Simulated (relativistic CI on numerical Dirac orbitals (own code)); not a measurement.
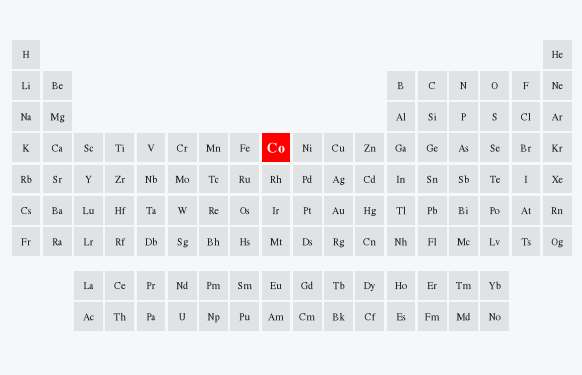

The place of cobalt in the periodic table.

## Co⁺: relativistic CI calculation

Co⁺. Level asked for: Dirac-Coulomb-Breit CI, KLI orbitals optimised for each configuration, model QED (radiative potential, 1s self-energy scaled to tabulated hydrogen-like ionisation energies), numerical settings as typed (relativistic CI on numerical Dirac orbitals, in-house).

**The input**
```
atom Co  Z=27  charge=3  electrons=24
nucleus A=59  rms_radius_fm=3.7875
hamiltonian dirac-coulomb  breit=on  qed=on  c_scale=1
orbitals kli  potential=per-configuration
slater_scale 1
correlation none
mixing on
grid step=0.0125 r_max=74.5
scf mixing=0.4 start=green max_iterations=53 tolerance=2e-08 node_fill=0.05
configurations
  [Ar] 3d8
  [Ar] 3d7 4s
  [Ar] 3d7 4p
end
```

The run was one of a batch that the task file lists, launched with:
```bash
python <driver script> task.json out
```

The program writes its results to a structured record and prints no log; tables and figures of this report are taken from that record.

**What the run reported**

```
quantity                      value
 outcome     refused by the program
hardware  1 CPU thread, shared host
```

**What went wrong**

One thing in this input was made wrong on purpose: charge. The program refused the input; the driver noted: configuration [Ar] 3d8 has 26 electrons, the ion has 24.
